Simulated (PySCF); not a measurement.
# Energy and gradient calculation, with input and output: C₂H₄FNO

The run: energy and gradient calculation of C₂H₄FNO, SMILES NC1(F)CO1. Method and program: HF/def2-SVP, RHF (PySCF 2.14.0).

The geometry comes from this level: PBE0-D4/def2-TZVP. Figures and captions count atoms from 1; the log counts them from 0 in places.

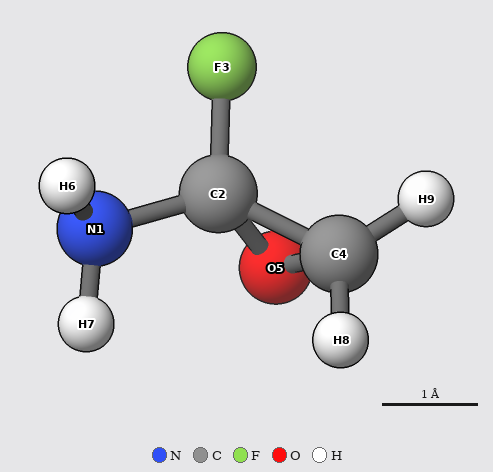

**Figure 1.** The structure (ball-and-stick view, seen at a tilt; atoms are numbered from 1 in the order of the input). Bond lengths as drawn: C–C 1.46 Å, C–F 1.35 Å, C–H 1.09 Å, C–N 1.40 Å, C–O 1.37 to 1.45 Å and H–N 1.01 Å.

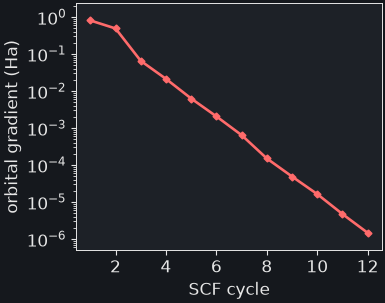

**Figure 2.** Convergence of the self-consistent field: orbital gradient against the SCF cycle. The residual falls at every step.

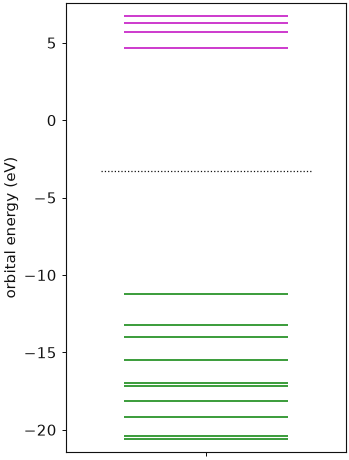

**Figure 3.** Orbital energies near the frontier; the dotted line parts filled from empty levels, and levels within 0.02 eV of each other stand side by side. Highest filled −11.21 eV, lowest empty 4.68 eV, 15.89 eV apart.

These pictures come from the run below.

## Input file (calc.py)
```python
# NC1(F)CO1
import pyscf.grad
from pyscf import gto, scf

molecule = gto.M(
    atom=[
    ('N', (-0.275500, 1.234500, 0.644100)),
    ('C', (0.424000, 0.227000, -0.036500)),
    ('F', (1.739500, 0.303100, 0.279000)),
    ('C', (-0.054500, -1.069100, -0.506300)),
    ('O', (0.144700, 0.081800, -1.367600)),
    ('H', (-0.209800, 1.133000, 1.647300)),
    ('H', (-1.240500, 1.274000, 0.351000)),
    ('H', (-1.093500, -1.353900, -0.363500)),
    ('H', (0.653900, -1.876800, -0.664800)),
],
    charge=0,
    basis='def2-svp',
    verbose=4,
    max_memory=1860,
)

mf = scf.RHF(molecule)
mf.conv_tol = 1e-10
mf.kernel()
if not mf.converged:
    mf = mf.newton().run(mf.mo_coeff, mf.mo_occ)

e_tot = mf.e_tot
print(f'total energy: {e_tot:.8f} hartree')
grad = mf.Gradients().kernel()
dip = mf.dip_moment()
pop, q = mf.mulliken_pop()
```

Run as:
```bash
OMP_NUM_THREADS=1 python calc.py
```

## The program's output
```
PySCF version 2.14.0

[INPUT] num. atoms = 9
[INPUT] num. electrons = 40
[INPUT] charge = 0
[INPUT] spin (= nelec alpha-beta = 2S) = 0
[INPUT] symmetry False subgroup None
[INPUT] Mole.unit = angstrom
[INPUT] Symbol           X                Y                Z      unit          X                Y                Z       unit  Magmom
[INPUT]  1 N     -0.275500000000   1.234500000000   0.644100000000 AA   -0.520619547318   2.332866900776   1.217172596832 Bohr   0.0
[INPUT]  2 C      0.424000000000   0.227000000000  -0.036500000000 AA    0.801243876816   0.428967830276  -0.068975003547 Bohr   0.0
[INPUT]  3 F      1.739500000000   0.303100000000   0.279000000000 AA    3.287178593681   0.572775988356   0.527233588754 Bohr   0.0
[INPUT]  4 C     -0.054500000000  -1.069100000000  -0.506300000000 AA   -0.102990073789  -2.020306199773  -0.956768336867 Bohr   0.0
[INPUT]  5 O      0.144700000000   0.081800000000  -1.367600000000 AA    0.273443370225   0.154579596989  -2.584389447955 Bohr   0.0
[INPUT]  6 H     -0.209800000000   1.133000000000   1.647300000000 AA   -0.396464540934   2.141059699132   3.112945844996 Bohr   0.0
[INPUT]  7 H     -1.240500000000   1.274000000000   0.351000000000 AA   -2.344205257523   2.407511082696   0.663293869722 Bohr   0.0
[INPUT]  8 H     -1.093500000000  -1.353900000000  -0.363500000000 AA   -2.066415517212  -2.558500200049  -0.686915446279 Bohr   0.0
[INPUT]  9 H      0.653900000000  -1.876800000000  -0.664800000000 AA    1.235691912853  -3.546637990584  -1.256289927611 Bohr   0.0

nuclear repulsion = 189.123496170658
number of shells = 42
number of NR pGTOs = 148
number of NR cGTOs = 90
basis = def2-svp
ecp = {}

******** <class 'pyscf.scf.hf.RHF'> ********
method = RHF
initial guess = minao
damping factor = 0
level_shift factor = 0
DIIS = <class 'pyscf.scf.diis.CDIIS'>
diis_start_cycle = 1
diis_space = 8
diis_damp = 0
SCF conv_tol = 1e-10
SCF conv_tol_grad = None
SCF max_cycles = 50
direct_scf = True
direct_scf_tol = 1e-13
Set gradient conv threshold to 1e-05
Initial guess from minao.
init E= -307.584228953977
  HOMO = -0.251601879446202  LUMO = 0.13328616288988  gap/eV = 10.47334
cycle= 1 E= -306.38360303643  delta_E=  1.2  |g|= 0.808  |ddm|= 2.99
  HOMO = -0.439339355019828  LUMO = 0.146324009461449  gap/eV = 15.93671
cycle= 2 E= -306.483049489774  delta_E= -0.0994  |g|= 0.491  |ddm|= 0.916
  HOMO = -0.412574436284364  LUMO = 0.166582514150234  gap/eV = 15.75966
cycle= 3 E= -306.526290561573  delta_E= -0.0432  |g|= 0.0653  |ddm|= 0.396
  HOMO = -0.409660007232071  LUMO = 0.171839035679763  gap/eV = 15.82339
cycle= 4 E= -306.527610381862  delta_E= -0.00132  |g|= 0.0213  |ddm|= 0.0873
  HOMO = -0.412038375095141  LUMO = 0.17213347056071  gap/eV = 15.89613
cycle= 5 E= -306.527744399753  delta_E= -0.000134  |g|= 0.00626  |ddm|= 0.0305
  HOMO = -0.412085448996338  LUMO = 0.171966990576252  gap/eV = 15.89288
cycle= 6 E= -306.527759262854  delta_E= -1.49e-05  |g|= 0.00206  |ddm|= 0.0113
  HOMO = -0.411972924667237  LUMO = 0.17201468799954  gap/eV = 15.89111
cycle= 7 E= -306.527761417199  delta_E= -2.15e-06  |g|= 0.000641  |ddm|= 0.00461
  HOMO = -0.412011059968222  LUMO = 0.172044846257083  gap/eV = 15.89297
cycle= 8 E= -306.527761619972  delta_E= -2.03e-07  |g|= 0.00015  |ddm|= 0.0014
  HOMO = -0.412023890234678  LUMO = 0.172039307267759  gap/eV = 15.89317
cycle= 9 E= -306.527761631619  delta_E= -1.16e-08  |g|= 4.87e-05  |ddm|= 0.000295
  HOMO = -0.41201234812741  LUMO = 0.172041467634133  gap/eV = 15.89291
cycle= 10 E= -306.527761632655  delta_E= -1.04e-09  |g|= 1.63e-05  |ddm|= 7.64e-05
  HOMO = -0.412015249488736  LUMO = 0.172041187146219  gap/eV = 15.89299
cycle= 11 E= -306.527761632822  delta_E= -1.67e-10  |g|= 4.71e-06  |ddm|= 3.71e-05
  HOMO = -0.412014907270016  LUMO = 0.172041007436755  gap/eV = 15.89297
cycle= 12 E= -306.527761632837  delta_E= -1.49e-11  |g|= 1.46e-06  |ddm|= 1.45e-05
  HOMO = -0.412015081333011  LUMO = 0.172040993346947  gap/eV = 15.89298
Extra cycle  E= -306.527761632837  delta_E= -3.41e-13  |g|= 7.23e-07  |ddm|= 3.12e-06
converged SCF energy = -306.527761632837
total energy: -306.52776163 hartree

******** <class 'pyscf.grad.rhf.Gradients'> for <class 'pyscf.scf.hf.RHF'> ********
unit = Eh/Bohr
--------------- RHF gradients ---------------
         x                y                z
0 N     0.0056941042     0.0067420910    -0.0025653570
1 C    -0.0118494981     0.0004904150     0.0163173712
2 F     0.0198271663     0.0023457345     0.0062346550
3 C    -0.0031366982    -0.0159982990     0.0053656535
4 O    -0.0036609456     0.0104831006    -0.0302452307
5 H     0.0006289173    -0.0011671891     0.0068947165
6 H    -0.0070189019    -0.0006308462    -0.0026152626
7 H    -0.0020608019    -0.0003654765     0.0008586744
8 H     0.0015766578    -0.0018995302    -0.0002452202
----------------------------------------------
Dipole moment(X, Y, Z, Debye): -2.66491, -1.90632,  2.26287
 ** Mulliken pop  **
pop of  0 N 1s            1.98947
pop of  0 N 2s            0.96123
pop of  0 N 3s            0.45544
pop of  0 N 2px           0.77390
pop of  0 N 2py           0.90381
pop of  0 N 2pz           0.74096
pop of  0 N 3px           0.41219
pop of  0 N 3py           0.66096
pop of  0 N 3pz           0.36703
pop of  0 N 3dxy          0.00314
pop of  0 N 3dyz          0.00411
pop of  0 N 3dz^2         0.00674
pop of  0 N 3dxz          0.00217
pop of  0 N 3dx2-y2       0.00594
pop of  1 C 1s            1.98927
pop of  1 C 2s            0.88491
pop of  1 C 3s            0.14621
pop of  1 C 2px           0.54195
pop of  1 C 2py           0.73623
pop of  1 C 2pz           0.62599
pop of  1 C 3px           0.11656
pop of  1 C 3py           0.16571
pop of  1 C 3pz           0.10340
pop of  1 C 3dxy          0.02587
pop of  1 C 3dyz          0.02295
pop of  1 C 3dz^2         0.04360
pop of  1 C 3dxz          0.03602
pop of  1 C 3dx2-y2       0.04137
pop of  2 F 1s            1.99127
pop of  2 F 2s            1.12403
pop of  2 F 3s            0.81003
pop of  2 F 2px           0.95097
pop of  2 F 2py           1.20745
pop of  2 F 2pz           1.18003
pop of  2 F 3px           0.59385
pop of  2 F 3py           0.73732
pop of  2 F 3pz           0.73211
pop of  2 F 3dxy          0.00143
pop of  2 F 3dyz          0.00009
pop of  2 F 3dz^2         0.00116
pop of  2 F 3dxz          0.00196
pop of  2 F 3dx2-y2       0.00365
pop of  3 C 1s            1.98925
pop of  3 C 2s            0.88043
pop of  3 C 3s            0.18089
pop of  3 C 2px           0.73290
pop of  3 C 2py           0.65173
pop of  3 C 2pz           0.61391
pop of  3 C 3px           0.28317
pop of  3 C 3py           0.19396
pop of  3 C 3pz           0.23114
pop of  3 C 3dxy          0.01675
pop of  3 C 3dyz          0.02246
pop of  3 C 3dz^2         0.00848
pop of  3 C 3dxz          0.00512
pop of  3 C 3dx2-y2       0.01533
pop of  4 O 1s            1.99098
pop of  4 O 2s            1.08047
pop of  4 O 3s            0.79236
pop of  4 O 2px           1.09276
pop of  4 O 2py           0.84667
pop of  4 O 2pz           0.85984
pop of  4 O 3px           0.73196
pop of  4 O 3py           0.56061
pop of  4 O 3pz           0.49791
pop of  4 O 3dxy          0.00109
pop of  4 O 3dyz          0.00757
pop of  4 O 3dz^2         0.00828
pop of  4 O 3dxz          0.00402
pop of  4 O 3dx2-y2       0.00217
pop of  5 H 1s            0.72021
pop of  5 H 2s            0.09087
pop of  5 H 2px           0.00897
pop of  5 H 2py           0.01099
pop of  5 H 2pz           0.02918
pop of  6 H 1s            0.72361
pop of  6 H 2s            0.09102
pop of  6 H 2px           0.02738
pop of  6 H 2py           0.01159
pop of  6 H 2pz           0.01027
pop of  7 H 1s            0.76332
pop of  7 H 2s            0.15920
pop of  7 H 2px           0.01810
pop of  7 H 2py           0.00327
pop of  7 H 2pz           0.00374
pop of  8 H 1s            0.75644
pop of  8 H 2s            0.14167
pop of  8 H 2px           0.01052
pop of  8 H 2py           0.01140
pop of  8 H 2pz           0.00353
 ** Mulliken atomic charges  **
charge of    0N =     -0.28711
charge of    1C =      0.51996
charge of    2F =     -0.33535
charge of    3C =      0.17447
charge of    4O =     -0.47669
charge of    5H =      0.13979
charge of    6H =      0.13613
charge of    7H =      0.05237
charge of    8H =      0.07644
```

## Summary

```tsv
quantity	value
outcome	converged
total energy	−306.527762 hartree
basis functions	90
largest force	1.657 eV/Å
HOMO	−11.21 eV
LUMO	4.68 eV
dipole moment	3.98 D
hardware	1 thread of Intel Xeon @ 2.50GHz (Skylake/Cascade Lake), 189 GiB of memory available, shared host
wall time	18 s
peak memory	0.18 GiB
```
